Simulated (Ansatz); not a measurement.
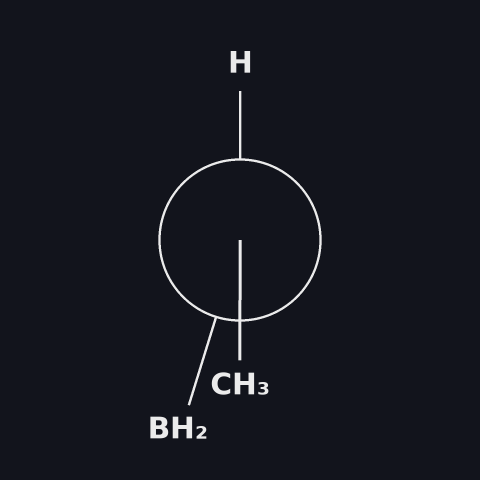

A Newman projection along the O–Al bond, oxygen in front; angles are drawn as computed, but eclipsed bonds slightly apart. Computed geometry: PBE-D4/def2-SVP optimisation. No frequency run is at hand to confirm it as a minimum.

Which molecule is it?

Answer. CH6AlBO, [BH2][AlH][O]C

What is the torsion angle from the front CH3 to the back BH2? The sign is positive where the front bond must turn clockwise to cover the back bond.

Answer. 0°, synperiplanar (eclipsed).
